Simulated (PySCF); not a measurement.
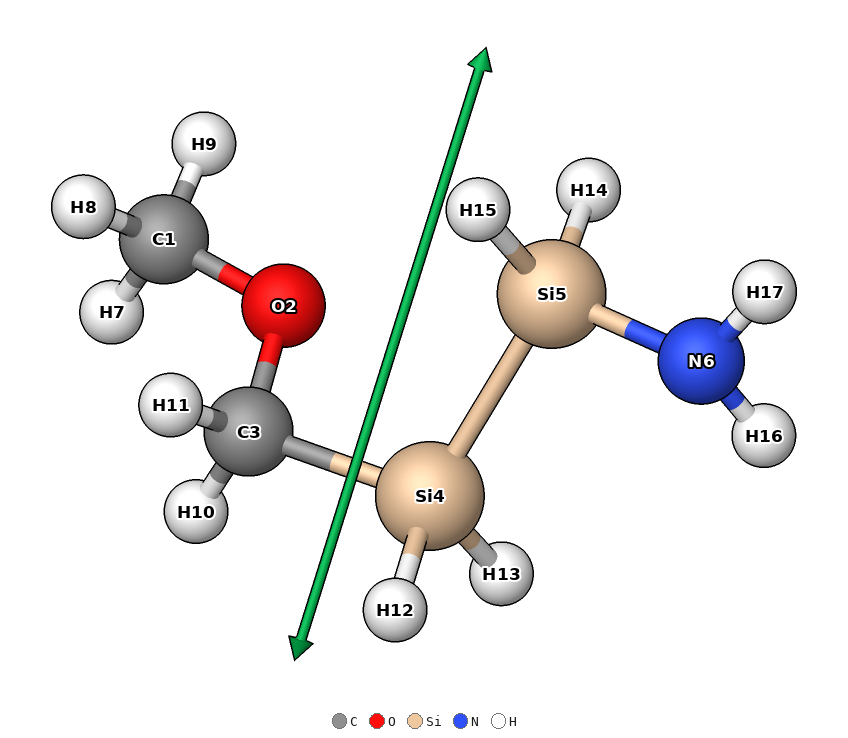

The double arrow shows the direction of the transition dipole to excited singlet state 6 (its length means nothing). Computed geometry: GFN2-xTB optimisation. No frequency run is at hand to confirm it as a minimum. Properties computed with TDDFT B3LYP/def2-SVPD, vertical, gas phase, core orbitals frozen in the response (PySCF 2.14.0).

**Give its energy, strength and character.**

6.81 eV (182 nm), oscillator strength 0.032, mainly HOMO → LUMO+3 (weight 0.62); transition dipole 1.12 D.

The geometry is semi-empirical. Around Si such bond lengths and angles can be off by a tenth of an ångström or more and by several degrees, and values that hang on the shape move with them.
